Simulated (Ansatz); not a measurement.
# MgGaB4, from a guessed structure to a relaxed one, part 2 of 2

This structure for MgGaB4 is made up. Its elements were placed in a known structure type with a cell scaled to their sizes. What cell does the guess relax to, and how far off was it?

Ansatz 0.2.0; DFT, PBEsol, plane-wave PAW, files of the set soft_1, scalar-relativistic, no spin, cell and ions relaxed at zero pressure; PAW set soft_1 (the session's first sound run).

So far: Starting point; Relaxation of the guess.

### 2. Relaxation of the guess (continued)

The steps of the relaxation:

```csv
step,energy less that of the first step (eV),largest force component (eV/Å),pressure (GPa),volume (Å³)
1,0.0000,0.7379,8.48,53.52
2,-0.1641,0.2672,4.15,54.22
3,-0.1976,0.0088,0.67,55.38
4,-0.1995,0.0049,-0.03,55.50
5,-0.1996,0.0010,0.02,55.50
6*,-0.2017,0.0008,0.07,55.50
7,-0.2017,0.0000,0.00,55.52
8*,-0.2017,0.0001,0.00,55.52
```

Relaxation steps marked * repeat the geometry before them on a plane-wave basis chosen anew for their cell, so energy and pressure can jump there.

Forces are held to the 24 operations that the run works with; a distortion that breaks them can't arise in this run.

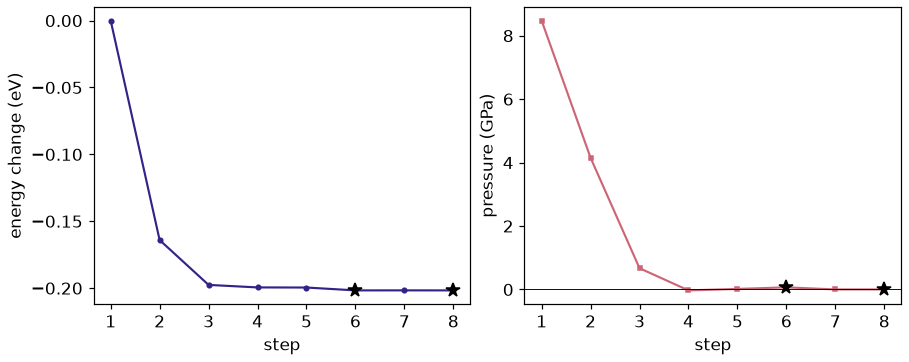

Energy and pressure along the relaxation. Stars mark steps on a basis chosen anew.

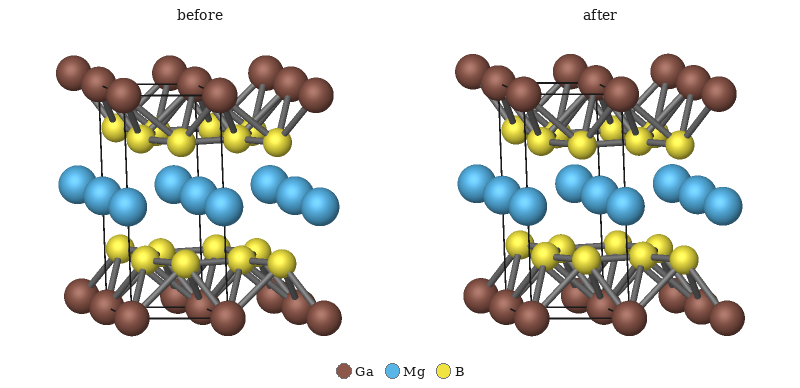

Before and after, at one scale.

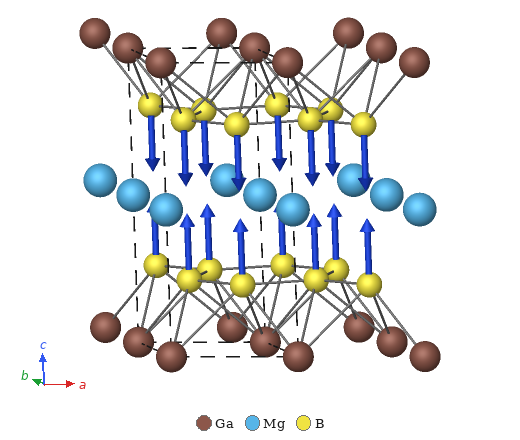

Displacements in the relaxation, exaggerated, measured against the changing cell; the longest in the cell stands for 0.11 Å. 2×2×1 cells are drawn. Some periodic images of atoms are drawn too.

```csv
"conventional cell, symmetrised",before,after,change
a (Å),3.016,3.064,+1.6 %
b (Å),3.016,3.064,+1.6 %
c (Å),6.794,6.831,+0.5 %
volume (Å³/atom),8.92,9.25,+3.7 %
```

The atoms that moved most (Å, as changes of fractional coordinates times the final cell):

```csv
atom,dx,dy,dz,length
B4,0.000,0.000,0.106,0.106
B6,0.000,0.000,0.106,0.106
B5,0.000,0.000,-0.106,0.106
B3,0.000,0.000,-0.106,0.106
```

The relaxed structure:

```xyz
6
Lattice="3.0637 0.0000 0.0000 -1.5318 2.6532 0.0000 0.0000 0.0000 6.8306" Properties=species:S:1:pos:R:3 pbc="T T T"
Ga    0.0000    0.0000    0.0000
Mg    0.0000    0.0000    3.4153
B     1.5318    0.8844    5.1666
B     0.0000    1.7688    1.6641
B     0.0000    1.7688    5.1666
B     1.5318    0.8844    1.6641
```

Numbers from this step:

| Property | Result |
| --- | --- |
| free energy | -6265.4149 eV |
| energy at zero smearing | -6265.4089 eV |
| smearing term TS | 0.01201 eV |
| Fermi energy | 11.08 eV |
| electrons | 35 |
| symmetry operations | 24 |
| pressure | 1.66e-4 GPa |

Shortest distances by pair of elements, guess and relaxed (not always the same contact):

```csv
pair,guess (Å),relaxed (Å)
B–B,1.741,1.769
B–Ga,2.331,2.429
B–Mg,2.539,2.489
Ga–Ga,3.016,3.064
Mg–Mg,3.016,3.064
```

The relaxation ends with a largest force component of 5.6e-5 eV/Å and a pressure of 0.00 GPa.

### 3. Bands of the relaxed cell

A second self-consistent run takes a narrower smearing and the mesh shown in its input; the bands follow along the standard path of the relaxed lattice.

This step: DFT, PBEsol, plane-wave PAW, files of the set soft_1, scalar-relativistic, no spin, bands and density of states at the relaxed cell; PAW set soft_1 (Ansatz 0.2.0).

File input.yaml:

```yaml
crystal:
  lattice:
    - [3.0636865613, 0.0, 0.0]
    - [-1.5318432806, 2.6532303913, 0.0]
    - [0.0, 0.0, 6.830608248]
  atoms:
    - { symbol: Ga, position: [0.0, 0.0, 0.0] }
    - { symbol: Mg, position: [0.0, 0.0, 0.5] }
    - { symbol: B, position: [0.6666666667, 0.3333333333, 0.756382278] }
    - { symbol: B, position: [0.3333333333, 0.6666666667, 0.243617722] }
    - { symbol: B, position: [0.3333333333, 0.6666666667, 0.756382278] }
    - { symbol: B, position: [0.6666666667, 0.3333333333, 0.243617722] }
kpoints:
  mp_grid: { grid: [12, 12, 6] }
  band_path:
    path:
      - [[0.0, 0.0, 0.0], [0.5, 0.0, 0.0], [0.33333333, 0.33333333, 0.0], [0.0, 0.0, 0.0], [0.0, 0.0, 0.5], [0.5, 0.0, 0.5], [0.33333333, 0.33333333, 0.5], [0.0, 0.0, 0.5]]
      - [[0.5, 0.0, 0.5], [0.5, 0.0, 0.0]]
      - [[0.33333333, 0.33333333, 0.0], [0.33333333, 0.33333333, 0.5]]
    npoints: 8
scf:
  occupations: { method: fermi_dirac, width: 0.03 }
  n_extra_bands: 10
hamiltonian:
  xc: pbesol
  pseudopotentials: { kind: paw, azcp: { folder: soft_1 }, xc_functional: pbe }
output:
  forces: true
  stress: true
  write_bands: true
  dos: { projected: true }
  write_density: true
  write_potential: true
  elf: true
  volumetric_format: npy
```

On the command line:

```console
$ ansatz run input.yaml --threads 4 --pin off --max-ram 10240MiB --backend cpu --events-out ev --progress --plain --runs-dir out
```

Numbers of over 12 decimals in the logs are rounded to 6 here.

Log:

```text
[...]
Crystal: 6 atoms, lattice volume = 55.524 Å³
Basis set: ecut = 420 eV, 1103 PW (Γ), exchange–correlation on 48×48×96 points (8 copies of the dense FFT grid, shifted against one another)
Bands: 28, of which v1, the nominal top of the filled ones, is band 18 counted from 1 (17 counted from 0)
Symmetry: 24 space group operations
[...]
k-points: 76 of 864
[...]
SCF iter   1: F=—  HF=-6268.417565 eV  |F-HF|=—  |Δ(HF+E_count)|=         —  Δρ=8.78e-2  dr2=9.61e0  ethr=3.10e-3  ⟨swp⟩=6.0  Hψ=10081  notcnv=0  defer=4
[...]
SCF iter   9: F=-6265.408956 eV  HF=-6265.408956 eV  |F-HF|=2.24e-8  |Δ(HF+E_count)|=   4.93e-8  Δρ=4.12e-6  dr2=2.67e-8  ethr=2.86e-10  ⟨swp⟩=11.9  Hψ=15618  notcnv=0
SCF 1 converged in 9 iterations: F = -6265.408956 eV  dr2 = 2.67e-8
[...]
NSCF: frozen V_eff on 75 k-points
SCF converged after 9 iterations
Free energy (F): -6265.408956 eV
[...]
Internal energy: -6265.404344 eV  (E = F + TS)
E sigma→0 (E₀):  -6265.406650 eV
Entropy (-TS):   -0.004612 eV (-0.769 meV/atom)
Fermi energy:    11.183548 eV
[...]
--- Forces (eV/Å), atoms counted from 1 ---
  atom   1  Ga     0.00000000     0.00000000     0.00000000
  atom   2  Mg     0.00000000    -0.00000000     0.00000000
  atom   3  B     -0.00000000     0.00000000     0.01605984
  atom   4  B     -0.00000000    -0.00000000    -0.01605984
  atom   5  B      0.00000000    -0.00000000     0.01605984
  atom   6  B      0.00000000     0.00000000    -0.01605984
  max |Σ_I F_I| component: 3.70e-17 eV/Å
--- Stress (GPa, compression-positive) ---
        0.083913      -0.000000       0.000000
       -0.000000       0.083913       0.000000
        0.000000       0.000000      -0.463881
  P = ⅓ Tr σ = -0.0987 GPa (-0.987 kbar)
--- Band table (eV; the first three rows and the last of 76) ---
  k-point 0: bands = [... 14 lower, 10.9607, 11.2777, 11.2777, 11.7597, 15.7415, 15.7415, 17.4062, 17.4062, ... 6 higher]
  k-point 1: bands = [... 14 lower, 10.9802, 11.2553, 11.2553, 12.4797, 15.7581, 15.7581, 17.3632, 17.3632, ... 6 higher]
  k-point 2: bands = [... 14 lower, 11.0335, 11.1960, 11.1960, 14.0535, 15.7932, 15.7932, 17.2769, 17.2769, ... 6 higher]
  k-point 75: bands = [... 14 lower, 4.4301, 9.4053, 9.4053, 10.4658, 10.4658, 11.2810, 15.0683, 19.9878, ... 6 higher]
```

The job ended after 3.6 s (4 threads of Arm Neoverse V1, shared host; peak memory 0.41 GiB; 13 s of CPU time).

This step gave:

* free energy: -6265.4090 eV
* energy at zero smearing: -6265.4067 eV
* smearing term TS: 0.004612 eV
* Fermi energy: 11.18 eV
* pressure: -0.09869 GPa

bands.tsv at the labelled points (eV, zero at the Fermi level; the bands that come nearest the Fermi level along the path):

```tsv
point	band 14	band 15	band 16	band 17	band 18	band 19	band 20	band 21
Γ	-0.22	-0.22	0.09	0.09	0.58	4.56	4.56	6.22
M	-5.02	-3.48	-3.26	-2.42	0.08	2.09	2.89	4.22
K	-6.76	-6.46	-3.30	-3.30	-0.69	1.59	1.59	5.36
Γ	-0.22	-0.22	0.09	0.09	0.58	4.56	4.56	6.22
A	-0.09	-0.09	-0.05	-0.05	4.53	4.63	4.63	4.99
L	-3.45	-3.16	-2.56	-2.16	-2.07	-0.63	3.08	4.15
H	-7.29	-6.75	-1.78	-1.78	-0.72	-0.72	0.10	3.88
A	-0.09	-0.09	-0.05	-0.05	4.53	4.63	4.63	4.99
L	-3.45	-3.16	-2.56	-2.16	-2.07	-0.63	3.08	4.15
M	-5.02	-3.48	-3.26	-2.42	0.08	2.09	2.89	4.22
K	-6.76	-6.46	-3.30	-3.30	-0.69	1.59	1.59	5.36
H	-7.29	-6.75	-1.78	-1.78	-0.72	-0.72	0.10	3.88
```

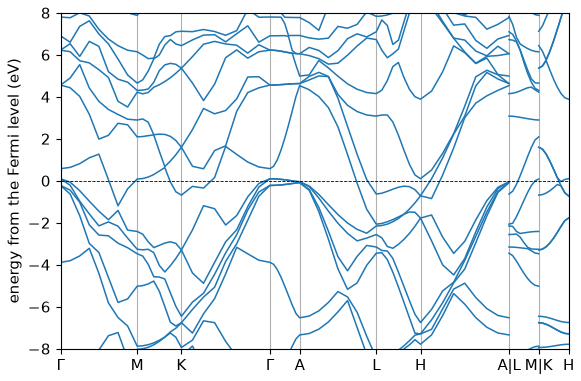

Bands along the path. 10 bands lie wholly below the window drawn.

States per cell as run, both spins, in windows of 1 eV, from dos.tsv (zero at the Fermi level):

| from | to | total |
| --- | --- | --- |
| -8 | -7 | 1.33 |
| -7 | -6 | 1.40 |
| -6 | -5 | 1.48 |
| -5 | -4 | 1.63 |
| -4 | -3 | 1.90 |
| -3 | -2 | 2.12 |
| -2 | -1 | 1.46 |
| -1 | 0 | 1.26 |
| 0 | 1 | 0.75 |
| 1 | 2 | 1.01 |
| 2 | 3 | 1.22 |
| 3 | 4 | 1.36 |
| 4 | 5 | 1.63 |
| 5 | 6 | 2.33 |

A further 22.5 states lie below the table's range.

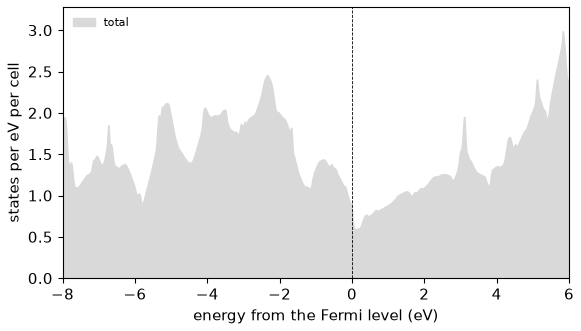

Total density of states, smoothed over about 0.04 eV.

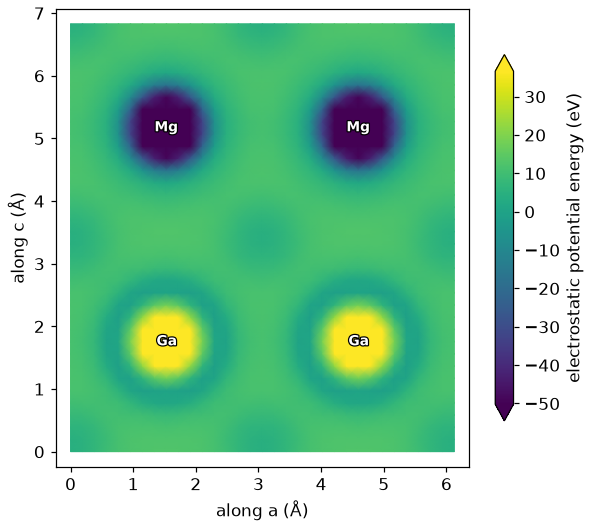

Electrostatic potential energy in the ac plane at fractional y = 0.000, with atoms of Ga and Mg within 0.2 Å of it. With pseudopotentials it is smooth inside the atoms' cores, unlike the true potential. The map starts off the cell's origin, so that atoms lie inside it.

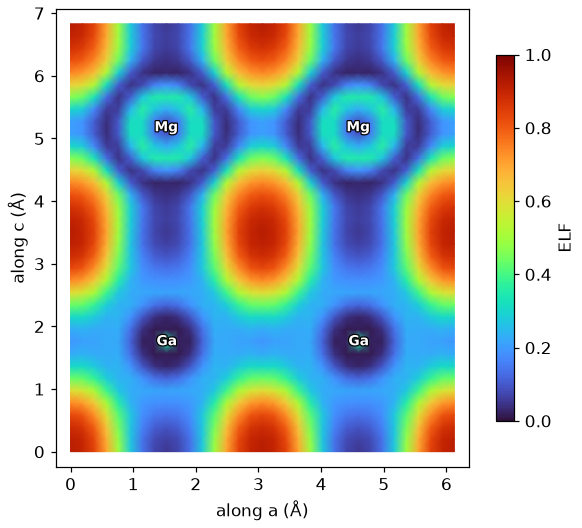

ELF in the ac plane at fractional y = 0.000, with atoms of Ga and Mg within 0.2 Å of it. It is the smooth field of the valence electrons, not physical close to the nuclei. The map starts off the cell's origin, so that atoms lie inside it.

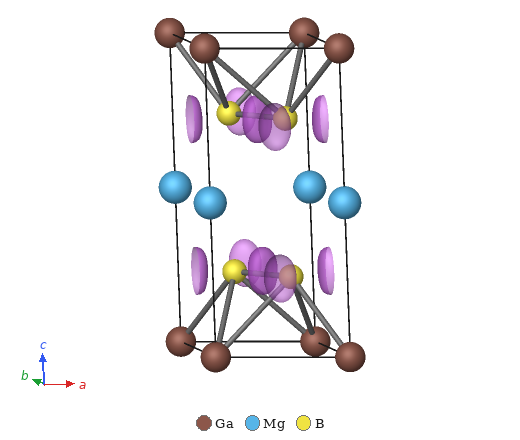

Surface of ELF = 0.84.

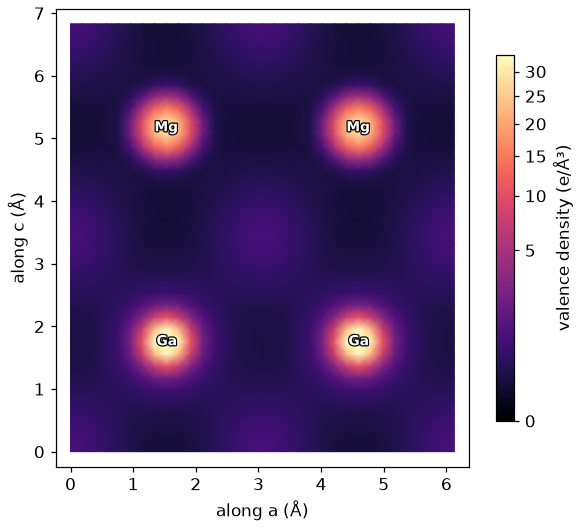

Valence density in the ac plane at fractional y = 0.000, with atoms of Ga and Mg within 0.2 Å of it. It is the smooth field of the valence electrons, not physical close to the nuclei. The map starts off the cell's origin, so that atoms lie inside it. The colour scale is stretched toward low values.

### 4. What came out

| Item | Value |
| --- | --- |
| space group, relaxed | P6/mmm |
| conventional cell | a = 3.064, b = 3.064, c = 6.831 Å; α = 90.0°, β = 90.0°, γ = 120.0° |
| volume per atom | 9.25 Å³ (guess 8.92) |

**Reading.** MgGaB4 relaxes to P6/mmm with a = 3.064, b = 3.064 and c = 6.831 Å. The guessed volume was 4 % too small. The space group P6/mmm was held in the relaxation, so the end point is a stationary structure within it and may be a saddle against distortions or other arrangements. Bands cross the Fermi level, so it is a metal or semimetal at this level. The electron count is odd, which forces that without spin polarisation or a larger cell. On the 12×12×6 mesh with the narrower smearing (relaxed on 10×10×4) the largest force component is 0.016 eV/Å and the largest stress component is 0.464 GPa, against the relaxation's thresholds of 0.015 eV/Å and 0.05 GPa. The cutoff wasn't tested. No dispersion term is used, so weakly bound directions may come out too long. Nothing here tests whether the compound is stable against decomposition.

[Logs are printed without paths, hosts, clocks, repeated set-up lines and the standing remarks that a program may print on its own settings, such as how far it seeks lower states.]

[Hosts, paths, dates, database ids (printed as entryN), source tags and the programs' standing remarks are cut or masked in the printed files.]
